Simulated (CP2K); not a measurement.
Consider oxazole at its PBE geometry (Å).

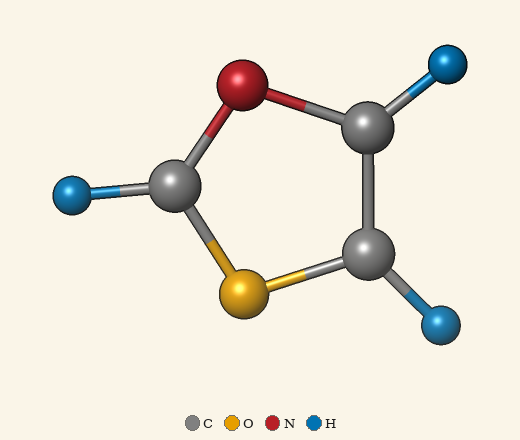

The molecule (carbon grey, oxygen orange, nitrogen red, hydrogen blue).

```xyz
8

C    -0.8468   -0.5377    0.2431
C    -0.6828    0.7443   -0.1833
O     0.6680    0.9654   -0.3659
C     1.2421   -0.2358   -0.0260
N     0.4005   -1.1575    0.3409
H    -1.7641   -1.0621    0.4863
H    -1.3397    1.5773   -0.3970
H     2.3226   -0.2939   -0.0981
```

Method: CP2K XAS_TDP, all-electron GAPW, PBEh(45%), aug-cc-pVDZ, TDA, GW2X-corrected core level, no relativity.

Predict the bright core excitations at the O K edge.

Leading lines: O3 535.23 eV. The leading line of an atom is its first one with 35 % of the strongest within 2.5 eV of its lowest line over the strength cut. Core ionisation energies at this level: O3 540.05 eV.

The first six lines of each atom with a strength over 0.0015:

```tsv
atom	energy (eV)	states	strength, one atom	above the computed threshold
O3 (bonded to 2 C)	535.23	1	0.0291	
	538.81	2	0.0157	
	539.05	1	0.0066	
	539.44	1	0.0329	
	539.46	1	0.0024	
	540.77	1	0.0061	yes
```

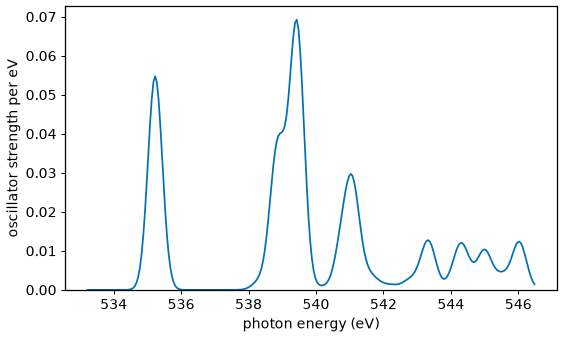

All atoms added, broadened by 0.5 eV.

Lines are vertical, at one geometry, with no vibrational structure. GW2X ionisation energies and lines can be off by 1 to 2 eV either way, and a good line position may hide errors that cancel. These values hold no scalar relativity, about 0.4 eV for O 1s. Rydberg lines, and the discretised continuum above threshold, depend on the basis and the box.

[Banner, clock and machine lines of the logs are left out without a mark of their own.]

[Logs are printed without paths, hosts, clocks, repeated set-up lines and the standing remarks that a program may print on its own settings, such as how far it seeks lower states.]

[Hosts, paths, dates, database ids (printed as entryN), source tags and the programs' standing remarks are cut or masked in the printed files.]
